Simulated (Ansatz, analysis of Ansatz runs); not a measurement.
# Migration in CsLi2Cl3 (Immm): H transfer from Cl to Cl, charge +1, part 2 of 2

Aim: the barrier of one jump in CsLi2Cl3 (Immm) at charge +1: H transfer from Cl to Cl. The model is a cell of 72 host atoms with 1 H put in; H is the atom that moves.

Ansatz 0.2.0; plane-wave PAW DFT, PBEsol; relaxation of all atoms of a defect supercell at fixed charge in a uniform background.

So far. Step 2 (Relaxation of the start point, charge +1): Among the atoms that came to bonding distance: Cl19–H73 1.45 Å (from 2.48).

### Step 3. Relaxation of the end point, charge +1

The end point is relaxed in the same cell and settings, so that the two energies compare. Atoms more than 3.2 Å from the middle of the hop start where the first relaxation left them, the nearer ones on or close to their ideal places, with small random displacements.

Input file qp1_c72k1s.end/input.yaml:

```yaml
crystal:
  lattice:
    - [13.50322694, 0.0, 0.0]
    - [4.50107565, 10.24633985, 0.0]
    - [0.0, 0.0, 12.2489163]
  atoms:
    - { symbol: Cs, position: [0.0, 0.0, 0.5] }
    - { symbol: Cs, position: [0.08247114, 0.25105812, 0.00512699] }
[... 2 atom lines left out ...]
    - { symbol: Li, position: [-0.00975007, -0.00349684, 0.80732927] }
[... 2 atom lines left out ...]
    - { symbol: Li, position: [0.24707207, 0.75817479, 0.30446574] }
[... 3 atom lines left out ...]
    - { symbol: Li, position: [0.25, 0.75, 0.69283491] }
[... 1 atom line left out ...]
    - { symbol: Cl, position: [0.08807171, 0.74853146, 0.77708121] }
[... 4 atom lines left out ...]
    - { symbol: Cl, position: [0.16666667, 0.0, 0.72793016] }
[... 2 atom lines left out ...]
    - { symbol: Cl, position: [0.08188649, 0.25253149, 0.49811814] }
[... 1 atom line left out ...]
    - { symbol: Cl, position: [0.25, 0.75, 0.5] }
    - { symbol: Cs, position: [0.33333333, 0.0, 0.5] }
[... 3 atom lines left out ...]
    - { symbol: Li, position: [0.34502425, -0.00646885, 0.8074052] }
[... 8 atom lines left out ...]
    - { symbol: Cl, position: [0.41402805, 0.74540367, 0.77408153] }
[... 34 atom lines left out ...]
    - { symbol: H, position: [0.195308, 0.914075, 0.650985] }
total_charge: 1
basis:
  ecutwfc: 420
  xc_grid: 2
hamiltonian:
  xc: pbesol
kpoints:
  mp_grid: { grid: [1, 1, 1], shift: [0.25, 0.25, 0.25] }
scf:
  occupations: { method: fixed }
  max_iter: 150
output:
  forces: true
relax:
  f_tol: 0.02
  max_steps: 70
  random_displacement: { amplitude: 0.01, seed: 1964 }
```

Started as:

```bash
$ ansatz run input.yaml --threads 32 --pin off --max-ram 84787MiB --backend cuda --events-out ev --progress --plain --runs-dir out --max-vram 78GiB
```

Numbers of over 12 decimals in the logs are rounded to 6 here.

Output:

```text
[...]
Crystal: 73 atoms, lattice volume = 1694.744 Å³
Basis set: ecut = 420 eV, 33169 PW (Γ), exchange–correlation on 192×150×180 points (8 copies of the dense FFT grid, shifted against one another)
Bands: 289, of which v1, the nominal top of the filled ones, is band 216 counted from 1 (215 counted from 0)
Symmetry: 1 space group operations
k-points: 1
[...]
SCF iter   1: F=—  HF=-110244.066267 eV  |F-HF|=—  |Δ(HF+E_count)|=         —  Δρ=2.82e-3  dr2=2.49e-1  ethr=1.77e-3  ⟨swp⟩=6.0  Hψ=914  notcnv=0  defer=71
[...]
SCF iter   3: F=—  HF=-110243.970958 eV  |F-HF|=—  |Δ(HF+E_count)|=   1.87e-2  Δρ=3.27e-4  dr2=3.39e-3  ethr=1.23e-5  ⟨swp⟩=4.0  Hψ=444  notcnv=0  defer=62
[...]
SCF 1 converged in 6 iterations: F = -110243.971594 eV  dr2 = 8.04e-7
[...]
- { symbol: Li, position: [0.507655, 0.487403, 0.812042] }
    - { symbol: Li, position: [0.584238, 0.750336, 0.308233] }
    - { symbol: Li, position: [0.334315, -5.204179950045873e-5, 0.190937] }
    - { symbol: Li, position: [0.420705, 0.239662, 0.693065] }
    - { symbol: Li, position: [0.499545, 0.499028, 0.195269] }
    - { symbol: Li, position: [0.584611, 0.747154, 0.693349] }
    - { symbol: Cl, position: [0.329708, 0.510021, 0.281996] }
[...]
- { symbol: Cs, position: [0.667390, -7.834212083882284e-5, 0.496084] }
    - { symbol: Cs, position: [0.750671, 0.248629, 0.002505] }
    - { symbol: Cs, position: [0.830847, 0.505230, 0.497049] }
    - { symbol: Cs, position: [0.917079, 0.748351, 0.004390] }
[...]
- { symbol: Li, position: [0.666515, -0.000706, 0.190071] }
    - { symbol: Li, position: [0.751688, 0.250233, 0.692478] }
    - { symbol: Li, position: [0.832731, 0.500891, 0.193096] }
    - { symbol: Li, position: [0.915991, 0.753507, 0.691992] }
[...]
- { symbol: Cl, position: [0.667597, -0.001990, -0.001315] }
    - { symbol: Cl, position: [0.743710, 0.256468, 0.499709] }
    - { symbol: Cl, position: [0.833747, 0.498480, 0.000437] }
    - { symbol: Cl, position: [0.918826, 0.751735, 0.499720] }
    - { symbol: H, position: [0.201431, 0.891870, 0.616054] }
```

Elapsed: 5.7 s, on 1 × NVIDIA GB200 with 32 threads of Arm Neoverse V2, shared host; peak memory 1.4 GiB.

The steps of the relaxation:

```
step  energy less that of the first step (eV)  largest force component (eV/Å)
   1                                   0.0000                          1.4996
   2                                  -0.5697                          0.8591
   3                                  -0.8443                          0.4363
   4                                  -0.9086                          0.4790
   5                                  -0.9295                          0.3305
   6                                  -0.9351                          0.1200
   7                                  -0.9447                          0.0309
   8                                  -0.9456                          0.0139
```

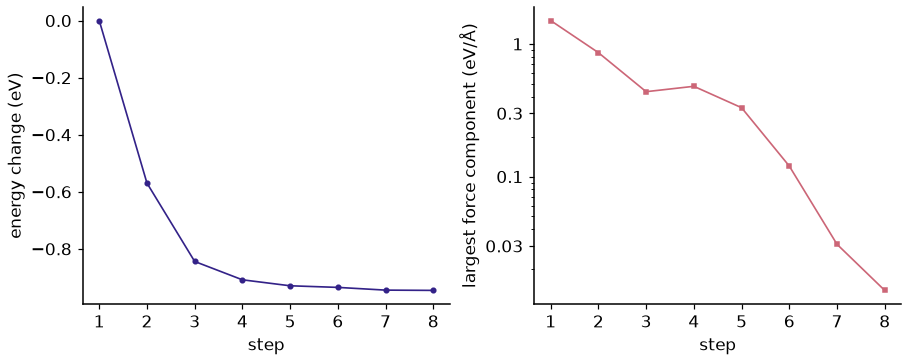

Energy and largest force along the relaxation.

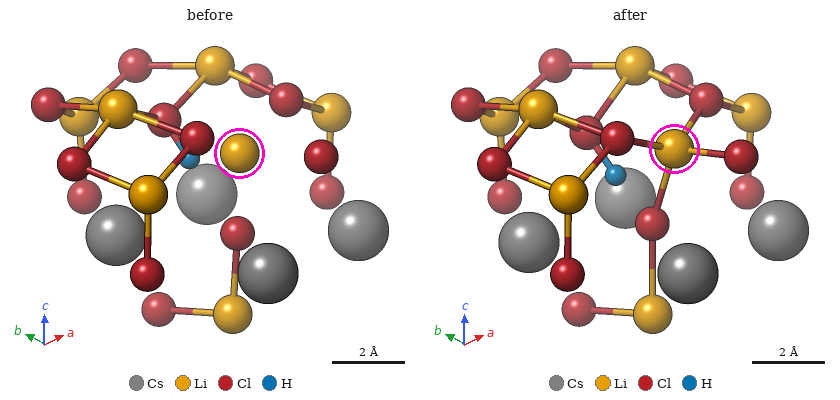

Before and after: the atoms that start within 5 Å of the centre. Li12, which moves most, is ringed if it is among them.

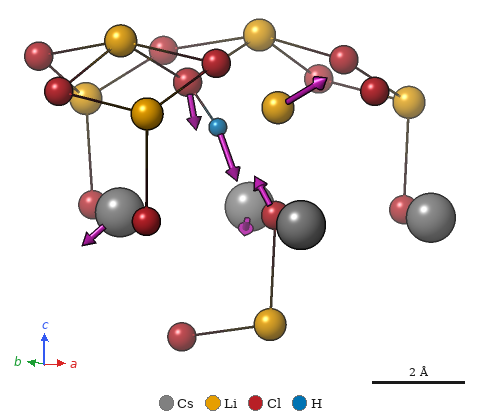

Displacements in the relaxation from the typed sites near the centre, exaggerated; the longest in the cell stands for 0.54 Å.

The atoms that moved most (Å, from the sites as typed, ahead of the random displacement):

```
atom      dx      dy      dz  length
Li12  -0.013  -0.483   0.250   0.544
 H73  -0.018  -0.228  -0.428   0.485
Cl19  -0.012  -0.098  -0.337   0.351
Cl24  -0.020   0.179   0.265   0.320
 Cs1  -0.146   0.149  -0.192   0.284
Cs25   0.134   0.142  -0.168   0.258
Cl64  -0.001   0.011   0.013   0.017
Li29   0.004   0.011   0.012   0.017
```

Neighbours of H73 at the end:

```csv
atom,distance (Å)
Cl19,1.445
Cl24,1.721
Li12,2.273
Cs1,3.138
Cs25,3.140
Cl14,3.287
Cl38,3.300
Li5,3.512
Li29,3.525
```

Among the atoms that came to bonding distance: Cl24–H73 1.72 Å (from 2.50).

This step gave:

```yaml
free_energy: -110244.9172 eV
r_m_s_move_of_the_farther_half_of_the_atoms: 0.05115 Å
largest_move_from_the_ideal_geometry_of_this_structure_a_common_shift_of_the_far_atoms_taken_out: 0.5480 Å
```

The relaxation gained 0.946 eV and ended with a largest force component of 0.014 eV/Å. The end lies within 1 meV of the start.

### Step 4. No path, charge +1

Analysis of the runs above: comparison of two relaxed ends, PBEsol.

It gives:

```
outcome            : both ends relax to one structure
largest difference : 0.01164 Å
energy difference  : 4.07e-4 eV
```

### Step 5. What came out

- outcome: both ends relax to one structure

**Reading.** Start and end relaxed into one structure, so no band was run. The largest move in the relaxations was 0.7 Å. This doesn't show that a second stable place is lacking: the end was set up from the relaxed start, and an atom can slide across on the way. Limits: one k-point off the zone centre stands for the whole zone; spin–orbit coupling, which can matter with heavy atoms, is left out.

[Logs are printed without paths, hosts, clocks, repeated set-up lines and the standing remarks that a program may print on its own settings, such as how far it seeks lower states.]

[Hosts, paths, dates, database ids (printed as entryN), source tags and the programs' standing remarks are cut or masked in the printed files.]
